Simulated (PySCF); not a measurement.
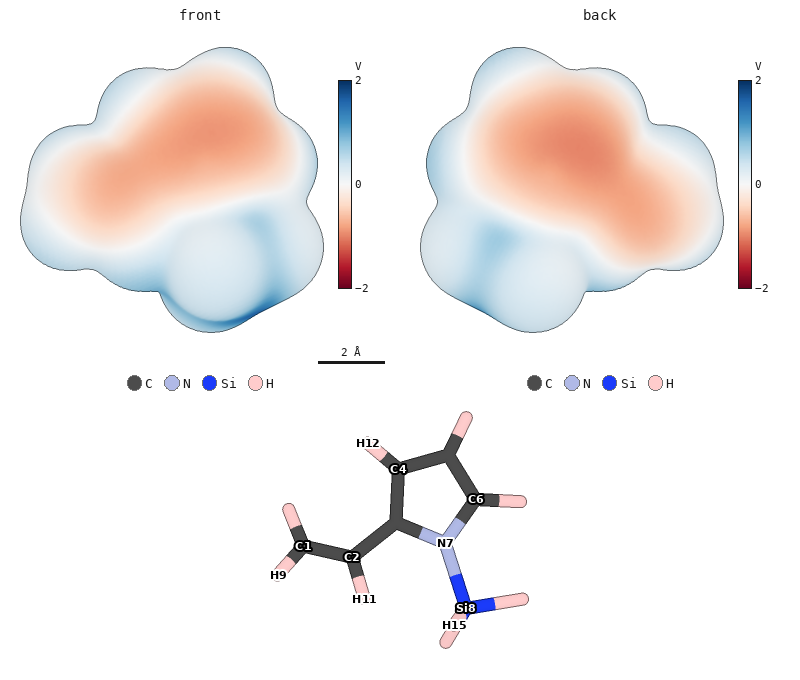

Figure 1: C₆H₉NSi (SMILES C=Cc1cccn1[SiH3]). The electrostatic potential painted on the density surface at 0.001 e/bohr³, seen from the front and from behind; red is negative and blue positive. The bare structure is drawn below in the same view.

Geometry: GFN2-xTB, MD frame at 250 fs, 400 K.

Theory: PySCF, PBE0/pcSseg-1, SCF density, gas phase, non-relativistic.

The calculation's input:

```
{"job": {"kind": "nmr", "xc": "PBE0", "basis": "pcSseg-1", "pop": false}, "charge": 0, "multiplicity": 1}
C      2.239600    -0.973800    -0.546600
C      1.268900    -0.184200    -0.217000
C     -0.163200    -0.530000    -0.053700
C     -0.783700    -1.760600     0.114100
C     -2.094100    -1.552500     0.371100
C     -2.242200    -0.210600     0.429900
N     -1.071400     0.480000     0.175800
Si    -0.818200     2.258000     0.245400
H      3.194700    -0.571000    -0.605500
H      2.130900    -2.000000    -0.699600
H      1.497700     0.929500    -0.055800
H     -0.278800    -2.702400     0.218300
H     -2.924800    -2.237500     0.504500
H     -3.306300     0.325300     0.510800
H      0.052000     2.539600     1.347900
H     -0.368800     2.810100    -1.050300
H     -2.220700     2.647300     0.548700
```

Run with:

```sh
OMP_NUM_THREADS=1 python probes_run.py task.json out
```

Describe the electrostatic potential map.

Answer. The most negative region (about −1.0 V) lies over the π face of C3, C4 and C5, the most positive (about +1.5 V) over Si8.
